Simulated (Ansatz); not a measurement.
# BrH₅O₂Si: search for a transition state, part 2 of 2

Ansatz 0.2.0, Gaussian basis; PBE0-D4. The steps go on from the part before.

**7. Relaxing after a step of 0.30 Å one way along the mode**

File downa/in.yaml:

```yaml
crystal:
  periodic: [false, false, false]
  atoms:
    - {symbol: Si, position_ang: [-0.490555, -0.219480, 0.251119]}
    - {symbol: Br, position_ang: [0.642971, -2.507631, -0.160256]}
    - {symbol: H, position_ang: [-1.560178, -0.700900, -0.685728]}
    - {symbol: H, position_ang: [-0.365614, -0.546703, 1.684339]}
    - {symbol: O, position_ang: [-0.819138, 1.437020, 0.353528]}
    - {symbol: H, position_ang: [1.681608, -0.538671, -0.534837]}
    - {symbol: O, position_ang: [1.073666, 0.246437, -0.570771]}
    - {symbol: H, position_ang: [-1.593765, 1.723604, -0.075643]}
    - {symbol: H, position_ang: [1.430904, 1.106425, -0.261851]}
basis:
  gaussian: {orbitals: def2-TZVP}
hamiltonian: {xc: pbe0, dispersion: d4}
relax: {f_tol: 0.005, max_steps: 200}
```

Launch:

```bash
ansatz run in.yaml --threads 4 --pin off --events-out ev --progress --plain --max-ram 9574MiB
```

What it wrote:

```text
Functional definition: PBE0
  name "PBE0"
  cite "Adamo & Barone, J. Chem. Phys. 110, 6158 (1999) doi:10.1063/1.478522"
  cite "Perdew, Burke & Ernzerhof, Phys. Rev. Lett. 77, 3865 (1996) doi:10.1103/PhysRevLett.77.3865"
  parent pbe
  parameter a = 0.25
  parameter kappa = 0.804
  parameter beta = 0.06672455060314922
  exchange = (1 - a)*pbe_x(kappa = kappa, mu = beta*pi^2/3) + a*exact_x
  correlation = pbe_c(beta = beta)
1203 factors; their error is unknown
mean field evaluation 1: about -82080.7631 eV, gradient 6.5e1 eV
mean field evaluation 2: about -82071.3554 eV, gradient 9.7e1 eV
mean field evaluation 4: about -82087.1824 eV, gradient 4.6e0 eV
mean field evaluation 8: about -82087.6888 eV, gradient 4.9e-1 eV
mean field evaluation 16: about -82087.6890 eV, gradient 2.7e-5 eV
mean field -82087.68898381 eV, -3016.6669291209 hartree, gradient 2.7e-5 eV, S^2 0.000000; 0 other end points of the search recorded, 0 dependent functions left out
the calculation of the forces begins
reference -82087.68901184 eV, -3016.6669301510 hartree; 35, 35 occupied and 142, 142 virtual orbitals, 1203 factors
relax step   1: F+E_penalty+E_count = -82087.84314828 eV  Δ(F+E_penalty+E_count) = +0.000e0 eV  max|allowed force component| = 1.278e0 eV/Å  Δτ_max = 0.0000 Å  (28 SCF iters, accepted)
these checks for a lower state are left out or cut short: starts, cluster_reference, orbital_swaps, neighbouring_geometries, increment
1203 factors; their error is unknown
mean field -82087.71727432 eV, -3016.6679687780 hartree, gradient 2.4e-5 eV, S^2 0.000000; 0 other end points of the search recorded, 0 dependent functions left out
the calculation of the forces begins
reference -82087.71730252 eV, -3016.6679698143 hartree; 35, 35 occupied and 142, 142 virtual orbitals, 1203 factors
relax step   2: F+E_penalty+E_count = -82087.87252603 eV  Δ(F+E_penalty+E_count) = -2.938e-2 eV  max|allowed force component| = 6.840e-1 eV/Å  Δτ_max = 0.0979 Å  (31 SCF iters, accepted)
these checks for a lower state are left out or cut short: starts, cluster_reference, orbital_swaps, neighbouring_geometries, increment
1203 factors; their error is unknown
mean field -82087.73486372 eV, -3016.6686151767 hartree, gradient 2.0e-5 eV, S^2 0.000000; 0 other end points of the search recorded, 0 dependent functions left out
the calculation of the forces begins
reference -82087.73489186 eV, -3016.6686162107 hartree; 35, 35 occupied and 142, 142 virtual orbitals, 1203 factors
relax step   3: F+E_penalty+E_count = -82087.88957982 eV  Δ(F+E_penalty+E_count) = -1.705e-2 eV  max|allowed force component| = 1.665e-1 eV/Å  Δτ_max = 0.0448 Å  (31 SCF iters, accepted)
[... from here on, the SCF cycles and remarks between the steps are left out ...]
relax step   4: F+E_penalty+E_count = -82087.89442017 eV  Δ(F+E_penalty+E_count) = -4.840e-3 eV  max|allowed force component| = 1.645e-1 eV/Å  Δτ_max = 0.0397 Å  (31 SCF iters, accepted)
relax step   5: F+E_penalty+E_count = -82087.89859661 eV  Δ(F+E_penalty+E_count) = -4.176e-3 eV  max|allowed force component| = 1.569e-1 eV/Å  Δτ_max = 0.0566 Å  (30 SCF iters, accepted)
relax step   6: F+E_penalty+E_count = -82087.89884016 eV  Δ(F+E_penalty+E_count) = -2.436e-4 eV  max|allowed force component| = 3.098e-1 eV/Å  Δτ_max = 0.0828 Å  (31 SCF iters, accepted)
relax step   7: F+E_penalty+E_count = -82087.90289600 eV  Δ(F+E_penalty+E_count) = -4.056e-3 eV  max|allowed force component| = 8.929e-2 eV/Å  Δτ_max = 0.0343 Å  (31 SCF iters, accepted)
relax step   8: F+E_penalty+E_count = -82087.90480133 eV  Δ(F+E_penalty+E_count) = -1.905e-3 eV  max|allowed force component| = 1.356e-1 eV/Å  Δτ_max = 0.0154 Å  (31 SCF iters, accepted)
relax step   9: F+E_penalty+E_count = -82087.89914934 eV  Δ(F+E_penalty+E_count) = +5.652e-3 eV  max|allowed force component| = 8.565e-1 eV/Å  Δτ_max = 0.1182 Å  (30 SCF iters, rejected (line search))
relax step  10: F+E_penalty+E_count = -82087.91050074 eV  Δ(F+E_penalty+E_count) = -5.699e-3 eV  max|allowed force component| = 1.282e-1 eV/Å  Δτ_max = 0.0591 Å  (31 SCF iters, accepted)
relax step  11: F+E_penalty+E_count = -82087.91323520 eV  Δ(F+E_penalty+E_count) = -2.734e-3 eV  max|allowed force component| = 5.155e-1 eV/Å  Δτ_max = 0.0969 Å  (30 SCF iters, accepted)
relax step  12: F+E_penalty+E_count = -82087.92680893 eV  Δ(F+E_penalty+E_count) = -1.357e-2 eV  max|allowed force component| = 3.532e-1 eV/Å  Δτ_max = 0.0540 Å  (31 SCF iters, accepted)
relax step  13: F+E_penalty+E_count = -82087.98732870 eV  Δ(F+E_penalty+E_count) = -6.052e-2 eV  max|allowed force component| = 9.773e-1 eV/Å  Δτ_max = 0.1952 Å  (37 SCF iters, accepted)
relax step  14: F+E_penalty+E_count = -82088.08214241 eV  Δ(F+E_penalty+E_count) = -9.481e-2 eV  max|allowed force component| = 9.281e-1 eV/Å  Δτ_max = 0.1948 Å  (37 SCF iters, accepted)
relax step  15: F+E_penalty+E_count = -82088.22172950 eV  Δ(F+E_penalty+E_count) = -1.396e-1 eV  max|allowed force component| = 9.989e-1 eV/Å  Δτ_max = 0.1950 Å  (37 SCF iters, accepted)
relax step  16: F+E_penalty+E_count = -82088.34448501 eV  Δ(F+E_penalty+E_count) = -1.228e-1 eV  max|allowed force component| = 9.151e-1 eV/Å  Δτ_max = 0.1963 Å  (36 SCF iters, accepted)
relax step  17: F+E_penalty+E_count = -82088.50560331 eV  Δ(F+E_penalty+E_count) = -1.611e-1 eV  max|allowed force component| = 7.091e-1 eV/Å  Δτ_max = 0.1997 Å  (30 SCF iters, accepted)
relax step  18: F+E_penalty+E_count = -82088.56382499 eV  Δ(F+E_penalty+E_count) = -5.822e-2 eV  max|allowed force component| = 3.860e-1 eV/Å  Δτ_max = 0.1994 Å  (31 SCF iters, accepted)
relax step  19: F+E_penalty+E_count = -82088.53924968 eV  Δ(F+E_penalty+E_count) = +2.458e-2 eV  max|allowed force component| = 9.500e-1 eV/Å  Δτ_max = 0.2000 Å  (29 SCF iters, rejected (line search))
relax step  20: F+E_penalty+E_count = -82088.57878230 eV  Δ(F+E_penalty+E_count) = -1.496e-2 eV  max|allowed force component| = 1.660e-1 eV/Å  Δτ_max = 0.0995 Å  (31 SCF iters, accepted)
relax step  21: F+E_penalty+E_count = -82088.58495989 eV  Δ(F+E_penalty+E_count) = -6.178e-3 eV  max|allowed force component| = 5.750e-2 eV/Å  Δτ_max = 0.0992 Å  (30 SCF iters, accepted)
relax step  22: F+E_penalty+E_count = -82088.59071963 eV  Δ(F+E_penalty+E_count) = -5.760e-3 eV  max|allowed force component| = 9.324e-2 eV/Å  Δτ_max = 0.1463 Å  (31 SCF iters, accepted)
relax step  23: F+E_penalty+E_count = -82088.59314013 eV  Δ(F+E_penalty+E_count) = -2.421e-3 eV  max|allowed force component| = 1.876e-1 eV/Å  Δτ_max = 0.1674 Å  (30 SCF iters, accepted)
relax step  24: F+E_penalty+E_count = -82088.59621883 eV  Δ(F+E_penalty+E_count) = -3.079e-3 eV  max|allowed force component| = 1.192e-1 eV/Å  Δτ_max = 0.0402 Å  (30 SCF iters, accepted)
relax step  25: F+E_penalty+E_count = -82088.59932180 eV  Δ(F+E_penalty+E_count) = -3.103e-3 eV  max|allowed force component| = 1.212e-1 eV/Å  Δτ_max = 0.1168 Å  (31 SCF iters, accepted)
relax step  26: F+E_penalty+E_count = -82088.60128187 eV  Δ(F+E_penalty+E_count) = -1.960e-3 eV  max|allowed force component| = 1.275e-1 eV/Å  Δτ_max = 0.1138 Å  (31 SCF iters, accepted)
relax step  27: F+E_penalty+E_count = -82088.60275690 eV  Δ(F+E_penalty+E_count) = -1.475e-3 eV  max|allowed force component| = 1.338e-1 eV/Å  Δτ_max = 0.0944 Å  (30 SCF iters, accepted)
relax step  28: F+E_penalty+E_count = -82088.60430306 eV  Δ(F+E_penalty+E_count) = -1.546e-3 eV  max|allowed force component| = 1.222e-1 eV/Å  Δτ_max = 0.0764 Å  (30 SCF iters, accepted)
relax step  29: F+E_penalty+E_count = -82088.60605661 eV  Δ(F+E_penalty+E_count) = -1.754e-3 eV  max|allowed force component| = 1.280e-1 eV/Å  Δτ_max = 0.1187 Å  (31 SCF iters, accepted)
relax step  30: F+E_penalty+E_count = -82088.60726564 eV  Δ(F+E_penalty+E_count) = -1.209e-3 eV  max|allowed force component| = 1.445e-1 eV/Å  Δτ_max = 0.0969 Å  (30 SCF iters, accepted)
relax step  31: F+E_penalty+E_count = -82088.60821290 eV  Δ(F+E_penalty+E_count) = -9.473e-4 eV  max|allowed force component| = 1.468e-1 eV/Å  Δτ_max = 0.0497 Å  (31 SCF iters, accepted)
relax step  32: F+E_penalty+E_count = -82088.60971639 eV  Δ(F+E_penalty+E_count) = -1.503e-3 eV  max|allowed force component| = 1.189e-1 eV/Å  Δτ_max = 0.0985 Å  (30 SCF iters, accepted)
relax step  33: F+E_penalty+E_count = -82088.61066253 eV  Δ(F+E_penalty+E_count) = -9.461e-4 eV  max|allowed force component| = 1.491e-1 eV/Å  Δτ_max = 0.1391 Å  (31 SCF iters, accepted)
relax step  34: F+E_penalty+E_count = -82088.61160293 eV  Δ(F+E_penalty+E_count) = -9.404e-4 eV  max|allowed force component| = 1.153e-1 eV/Å  Δτ_max = 0.0257 Å  (32 SCF iters, accepted)
relax step  35: F+E_penalty+E_count = -82088.61315755 eV  Δ(F+E_penalty+E_count) = -1.555e-3 eV  max|allowed force component| = 7.241e-2 eV/Å  Δτ_max = 0.0885 Å  (30 SCF iters, accepted)
relax step  36: F+E_penalty+E_count = -82088.61381286 eV  Δ(F+E_penalty+E_count) = -6.553e-4 eV  max|allowed force component| = 1.595e-1 eV/Å  Δτ_max = 0.1956 Å  (30 SCF iters, accepted)
relax step  37: F+E_penalty+E_count = -82088.61472592 eV  Δ(F+E_penalty+E_count) = -9.131e-4 eV  max|allowed force component| = 2.018e-1 eV/Å  Δτ_max = 0.0111 Å  (32 SCF iters, accepted)
relax step  38: F+E_penalty+E_count = -82088.61630991 eV  Δ(F+E_penalty+E_count) = -1.584e-3 eV  max|allowed force component| = 3.345e-2 eV/Å  Δτ_max = 0.0490 Å  (30 SCF iters, accepted)
relax step  39: F+E_penalty+E_count = -82088.61771190 eV  Δ(F+E_penalty+E_count) = -1.402e-3 eV  max|allowed force component| = 8.577e-2 eV/Å  Δτ_max = 0.1240 Å  (31 SCF iters, accepted)
relax step  40: F+E_penalty+E_count = -82088.61794203 eV  Δ(F+E_penalty+E_count) = -2.301e-4 eV  max|allowed force component| = 2.010e-1 eV/Å  Δτ_max = 0.1785 Å  (30 SCF iters, accepted)
relax step  41: F+E_penalty+E_count = -82088.62089067 eV  Δ(F+E_penalty+E_count) = -2.949e-3 eV  max|allowed force component| = 9.759e-2 eV/Å  Δτ_max = 0.0354 Å  (31 SCF iters, accepted)
relax step  42: F+E_penalty+E_count = -82088.62432494 eV  Δ(F+E_penalty+E_count) = -3.434e-3 eV  max|allowed force component| = 4.378e-2 eV/Å  Δτ_max = 0.1432 Å  (31 SCF iters, accepted)
relax step  43: F+E_penalty+E_count = -82088.62771357 eV  Δ(F+E_penalty+E_count) = -3.389e-3 eV  max|allowed force component| = 2.504e-1 eV/Å  Δτ_max = 0.1954 Å  (31 SCF iters, accepted)
relax step  44: F+E_penalty+E_count = -82088.63485277 eV  Δ(F+E_penalty+E_count) = -7.139e-3 eV  max|allowed force component| = 1.974e-1 eV/Å  Δτ_max = 0.1954 Å  (31 SCF iters, accepted)
relax step  45: F+E_penalty+E_count = -82088.63868068 eV  Δ(F+E_penalty+E_count) = -3.828e-3 eV  max|allowed force component| = 2.197e-1 eV/Å  Δτ_max = 0.1936 Å  (31 SCF iters, accepted)
relax step  46: F+E_penalty+E_count = -82088.64075518 eV  Δ(F+E_penalty+E_count) = -2.075e-3 eV  max|allowed force component| = 1.075e-1 eV/Å  Δτ_max = 0.0200 Å  (32 SCF iters, accepted)
relax step  47: F+E_penalty+E_count = -82088.64179279 eV  Δ(F+E_penalty+E_count) = -1.038e-3 eV  max|allowed force component| = 7.360e-2 eV/Å  Δτ_max = 0.0351 Å  (31 SCF iters, accepted)
relax step  48: F+E_penalty+E_count = -82088.64238392 eV  Δ(F+E_penalty+E_count) = -5.911e-4 eV  max|allowed force component| = 2.910e-2 eV/Å  Δτ_max = 0.0225 Å  (31 SCF iters, accepted)
relax step  49: F+E_penalty+E_count = -82088.64247687 eV  Δ(F+E_penalty+E_count) = -9.295e-5 eV  max|allowed force component| = 1.355e-2 eV/Å  Δτ_max = 0.0069 Å  (32 SCF iters, accepted)
relax step  50: F+E_penalty+E_count = -82088.64251549 eV  Δ(F+E_penalty+E_count) = -3.863e-5 eV  max|allowed force component| = 6.537e-3 eV/Å  Δτ_max = 0.0073 Å  (32 SCF iters, accepted)
these checks for a lower state are left out or cut short: starts, cluster_reference, orbital_swaps, neighbouring_geometries, increment
1203 factors; their error is unknown
mean field -82088.49482328 eV, -3016.6965431751 hartree, gradient 2.4e-5 eV, S^2 0.000000; 0 other end points of the search recorded, 0 dependent functions left out
the calculation of the forces begins
reference -82088.49485345 eV, -3016.6965442840 hartree; 35, 35 occupied and 142, 142 virtual orbitals, 1203 factors
relax step  51: F+E_penalty+E_count = -82088.64252883 eV  Δ(F+E_penalty+E_count) = -1.334e-5 eV  max|allowed force component| = 2.064e-3 eV/Å  Δτ_max = 0.0023 Å  (33 SCF iters, accepted)
1203 factors; their error is unknown
mean field evaluation 384: about -82088.0166 eV, gradient 1.6e-1 eV
mean field -82088.49482328 eV, -3016.6965431751 hartree, gradient 2.4e-5 eV, S^2 0.000000; 1 other end points of the search recorded, 0 dependent functions left out
the calculation of the forces begins
reference -82088.49485345 eV, -3016.6965442840 hartree; 35, 35 occupied and 142, 142 virtual orbitals, 1203 factors
Total energy: -82088.64255901 eV, -3016.7019723631 hartree
Atom 0 at    -0.651017     0.247878     0.747787 Å, force    -0.001850     0.000184     0.001394 eV/Å
Atom 1 at     1.036042    -1.333241    -2.329071 Å, force     0.000375    -0.000908    -0.001488 eV/Å
Atom 2 at    -1.463380    -0.986390     0.695684 Å, force     0.000809     0.000700    -0.000932 eV/Å
Atom 3 at    -0.923155     1.083847     1.936761 Å, force     0.001438     0.000648     0.000048 eV/Å
Atom 4 at    -0.909937     1.223375    -0.536606 Å, force    -0.000934    -0.002064     0.000023 eV/Å
Atom 5 at     1.199777    -1.053792    -0.920704 Å, force    -0.000067     0.000958     0.001530 eV/Å
Atom 6 at     0.909459    -0.325402     0.797270 Å, force     0.000207    -0.000312    -0.001277 eV/Å
Atom 7 at    -0.796104     0.838210    -1.410161 Å, force    -0.000084     0.001131    -0.000585 eV/Å
Atom 8 at     1.598213     0.305616     1.018940 Å, force     0.000105    -0.000336     0.001286 eV/Å
Dipole moment:     0.134376     0.152797     0.246111 e Å
```

Run time: 2.4 min. Hardware: 4 threads of Arm Neoverse V2, shared host.

Relaxation path: (not every step is listed) (the energy doesn't fall at every step)

| step | energy from step 1 (eV) | largest force component (eV/Å) |
| --- | --- | --- |
| 1 | 0.0000 | 1.2782 |
| 2 | -0.0294 | 0.6840 |
| 3 | -0.0464 | 0.1665 |
| 4 | -0.0513 | 0.1645 |
| 5 | -0.0554 | 0.1569 |
| 6 | -0.0557 | 0.3099 |
| 7 | -0.0597 | 0.0893 |
| 8 | -0.0617 | 0.1356 |
| 9 | -0.0560 | 0.8565 |
| 12 | -0.0837 | 0.3532 |
| 15 | -0.3786 | 0.9989 |
| 18 | -0.7207 | 0.3860 |
| 21 | -0.7418 | 0.0575 |
| 24 | -0.7531 | 0.1192 |
| 27 | -0.7596 | 0.1338 |
| 30 | -0.7641 | 0.1445 |
| 33 | -0.7675 | 0.1491 |
| 36 | -0.7707 | 0.1595 |
| 39 | -0.7746 | 0.0858 |
| 42 | -0.7812 | 0.0438 |
| 45 | -0.7955 | 0.2197 |
| 46 | -0.7976 | 0.1075 |
| 47 | -0.7986 | 0.0736 |
| 48 | -0.7992 | 0.0291 |
| 49 | -0.7993 | 0.0136 |
| 50 | -0.7994 | 0.0065 |
| 51 | -0.7994 | 0.0021 |

Close pairs (by a distance rule), those that changed most:

| bond | before (Å) | after (Å) | change (Å) |
| --- | --- | --- | --- |
| Si1–Br2 | 2.586 | 3.849 | +1.262 |
| H6–O7 | 0.994 | 1.888 | +0.895 |
| Br2–H6 | 2.257 | 1.445 | -0.812 |
| Si1–O7 | 1.827 | 1.663 | -0.164 |
| Si1–O5 | 1.692 | 1.633 | -0.058 |
| O5–H8 | 0.931 | 0.961 | +0.031 |
| Si1–H3 | 1.501 | 1.479 | -0.023 |
| O7–H9 | 0.981 | 0.960 | -0.021 |

**8. Relaxing after a step of 0.30 Å the other way along the mode**

File downb/in.yaml:

```yaml
crystal:
  periodic: [false, false, false]
  atoms:
    - {symbol: Si, position_ang: [-0.528899, -0.319192, 0.216528]}
    - {symbol: Br, position_ang: [0.361505, -2.377303, -0.552166]}
    - {symbol: H, position_ang: [-1.923793, -0.756377, -0.211696]}
    - {symbol: H, position_ang: [-0.229457, -0.509424, 1.651323]}
    - {symbol: O, position_ang: [-0.760777, 1.349841, 0.047462]}
    - {symbol: H, position_ang: [1.970966, -0.394516, -0.329282]}
    - {symbol: O, position_ang: [1.264275, 0.258162, -0.374294]}
    - {symbol: H, position_ang: [-1.671532, 1.586218, -0.263332]}
    - {symbol: H, position_ang: [1.517612, 1.162690, -0.184644]}
basis:
  gaussian: {orbitals: def2-TZVP}
hamiltonian: {xc: pbe0, dispersion: d4}
relax: {f_tol: 0.005, max_steps: 200}
```

Launch:

```bash
ansatz run in.yaml --threads 4 --pin off --events-out ev --progress --plain --max-ram 9574MiB
```

What it wrote, cut to the lines that bear on the results:

```text
[... 5 set-up lines as earlier in the session ...]
[...]
1203 factors; their error is unknown
[...]
mean field -82087.72001090 eV, -3016.6680693454 hartree, gradient 1.8e-5 eV, S^2 0.000000; 0 other end points of the search recorded, 0 dependent functions left out
[...]
reference -82087.72003875 eV, -3016.6680703690 hartree; 35, 35 occupied and 142, 142 virtual orbitals, 1203 factors
relax step   1: F+E_penalty+E_count = -82087.87655857 eV  Δ(F+E_penalty+E_count) = +0.000e0 eV  max|allowed force component| = 1.469e0 eV/Å  Δτ_max = 0.0000 Å  (28 SCF iters, accepted)
[...]
Total energy: -82088.52577207 eV, -3016.6976805224 hartree
Atom 0 at    -1.121051    -0.715478     0.311148 Å, force    -0.000800     0.001453    -0.002694 eV/Å
Atom 1 at    -1.378008    -2.169417    -1.338569 Å, force     0.001452     0.000636    -0.000011 eV/Å
Atom 2 at    -2.460461    -0.522159     0.909440 Å, force    -0.000353     0.001066     0.001833 eV/Å
Atom 3 at    -0.128211    -1.229715     1.270036 Å, force     0.000742     0.000066     0.000139 eV/Å
Atom 4 at    -0.509322     0.706456    -0.246574 Å, force    -0.001215    -0.003291     0.000686 eV/Å
Atom 5 at     2.681658     1.210199     0.558435 Å, force     0.001474    -0.000226    -0.000033 eV/Å
Atom 6 at     2.432239     0.727143    -0.231483 Å, force     0.000028     0.000887     0.001244 eV/Å
Atom 7 at    -0.991732     1.165535    -0.937565 Å, force     0.000599     0.000193    -0.000070 eV/Å
Atom 8 at     1.474789     0.827534    -0.294969 Å, force    -0.001927    -0.000785    -0.001094 eV/Å
Dipole moment:    -0.522286     0.360612     0.270953 e Å
```

Wall time 1.8 min (4 threads of Arm Neoverse V2, shared host).

Step by step: (not every step is listed) (the energy doesn't fall at every step)

| step | energy from step 1 (eV) | largest force component (eV/Å) |
| --- | --- | --- |
| 1 | 0.0000 | 1.4689 |
| 2 | -0.0563 | 0.4260 |
| 3 | -0.0933 | 0.5626 |
| 4 | -0.1624 | 1.1820 |
| 5 | -0.2552 | 0.9514 |
| 6 | -0.3278 | 0.9904 |
| 7 | -0.3912 | 0.8768 |
| 8 | -0.4564 | 0.6931 |
| 9 | -0.4791 | 0.9004 |
| 11 | -0.5609 | 0.4237 |
| 13 | -0.5589 | 1.0821 |
| 15 | -0.5987 | 0.2241 |
| 17 | -0.5964 | 1.1214 |
| 19 | -0.6305 | 0.0859 |
| 21 | -0.6387 | 0.0890 |
| 23 | -0.6424 | 0.1636 |
| 25 | -0.6441 | 0.0860 |
| 27 | -0.6470 | 0.1339 |
| 29 | -0.6483 | 0.0210 |
| 31 | -0.6485 | 0.0699 |
| 33 | -0.6490 | 0.0176 |
| 34 | -0.6491 | 0.0233 |
| 35 | -0.6491 | 0.0222 |
| 36 | -0.6492 | 0.0069 |
| 37 | -0.6492 | 0.0046 |
| 38 | -0.6492 | 0.0033 |

Close pairs (by a distance rule), those that changed most:

| bond | before (Å) | after (Å) | change (Å) |
| --- | --- | --- | --- |
| Si1–O7 | 1.974 | 3.873 | +1.899 |
| Si1–Br2 | 2.371 | 2.214 | -0.157 |
| Si1–O5 | 1.694 | 1.645 | -0.048 |
| Si1–H3 | 1.523 | 1.480 | -0.044 |
| O5–H8 | 0.991 | 0.960 | -0.031 |
| O7–H9 | 0.958 | 0.965 | +0.007 |
| Si1–H4 | 1.478 | 1.473 | -0.005 |
| H6–O7 | 0.963 | 0.959 | -0.004 |

**9. What the saddle joins**

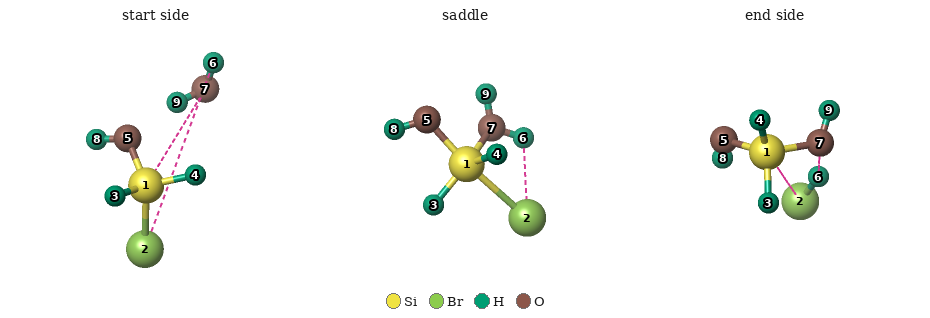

The minimum on the start side, the saddle and the minimum on the end side; broken lines join the pairs that change, where they aren't drawn as bonds.

| pair | start side (Å) | saddle (Å) | end side (Å) |
| --- | --- | --- | --- |
| Si1–O7 | 3.873 | 1.894 | 1.663 |
| Br2–H6 | 5.613 | 2.380 | 1.445 |
| Si1–Br2 | 2.214 | 2.469 | 3.849 |
| H6–O7 | 0.959 | 0.975 | 1.888 |

**10. Summary of results**

This closing draws on all 2 parts.

```
                       quantity                                                       value
                 imaginary mode                                                   106i cm⁻¹
    barrier from the start side                                                    0.642 eV
      barrier from the end side                                                    0.759 eV
             energy of the step                                                   -0.117 eV
              pairs that change  Si1–O7 formed, Br2–H6 formed, Si1–Br2 broken, H6–O7 broken
zero-point energy at the saddle                                                    1.576 eV
```

**Reading.** One imaginary mode, 106i cm⁻¹, makes this a first-order saddle. The two relaxations end on the structures that were planned. At PBE0-D4/def2-TZVP the electronic barrier is 0.642 eV, about 25 kT at 298 K, and the step runs 0.117 eV downhill. A step off the saddle overshot and began above it in energy, so the link to its end is likely but not proven. Lower complexes than these ends may exist.
